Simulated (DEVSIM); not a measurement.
System: Ti/SiO2/n-Si capacitor, at 300 K.

| layer (left to right) | material | thickness (nm) | Nd (cm⁻³) |
|---|---|---|---|
| 1 | SiO2 | 0.770 | - |
| 2 | Si | 10000 | 3e15 |

Metal gate on the left, work function 4.33 eV. Fixed charge at the semiconductor interface 0 cm⁻² (in units of +e); no interface traps.

The device is made up for the run: typed textbook-type constants, with dimensions and the other settings drawn at random. Values at 300 K.

| parameter | SiO2 | Si |
|---|---|---|
| gap (eV) | 9 | 1.124 |
| affinity (eV) | 0.9 | 4.05 |
| permittivity | 3.9 | 11.7 |
| Nc (cm⁻³) | - | 2.86e19 |
| Nv (cm⁻³) | - | 3.1e19 |

Simulated with DEVSIM: 1D Poisson equation in equilibrium, Boltzmann statistics, complete ionisation; no quantum confinement or tunnelling. Metal contacts follow the ideal Schottky-Mott rule: no Fermi-level pinning, no interface dipoles.

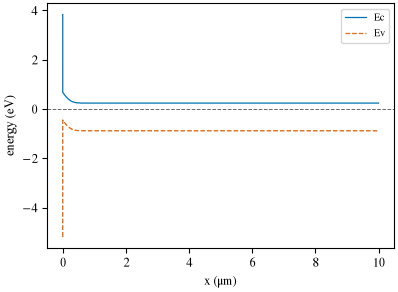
Fig. 1. Band edges at -0.4 V on the gate

Energies count from the Fermi level of the right contact; mesh points crowd at the junctions.

```
x (μm)     Ec (eV)  Ev (eV)  n (cm⁻³)  p (cm⁻³)  field (V/cm)
---------  -------  -------  --------  --------  ------------
0.000        3.830   -5.170     < 1e2     < 1e2        -59000
0.0004991    3.827   -5.173     < 1e2     < 1e2        -59000
0.001475     0.674   -0.450     1.4e8    8.6e11        -20000
0.003676     0.670   -0.454     1.6e8    7.3e11        -19000
0.01085      0.656   -0.468     2.7e8    4.3e11        -19000
0.02412      0.631   -0.493     7.1e8    1.6e11        -18000
0.05305      0.580   -0.544     5.3e9    2.2e10        -17000
0.1474       0.438   -0.686    1.2e12     9.4e7        -13000
0.3217       0.285   -0.839    4.6e14    250000         -5000
0.7020       0.237   -0.887    3.0e15     39000           -55
1.531        0.237   -0.887    3.0e15     39000           ≈ 0
4.234        0.237   -0.887    3.0e15     39000           ≈ 0
7.285        0.237   -0.887    3.0e15     39000           ≈ 0
8.756        0.237   -0.887    3.0e15     39000           ≈ 0
9.566        0.237   -0.887    3.0e15     39000           ≈ 0
9.802        0.237   -0.887    3.0e15     39000           ≈ 0
9.907        0.237   -0.887    3.0e15     39000           ≈ 0
9.958        0.237   -0.887    3.0e15     39000           ≈ 0
9.987        0.237   -0.887    3.0e15     39000           ≈ 0
9.995        0.237   -0.887    3.0e15     39000           ≈ 0
9.999        0.237   -0.887    3.0e15     39000           ≈ 0
10.00        0.237   -0.887    3.0e15     39000           ≈ 0
```
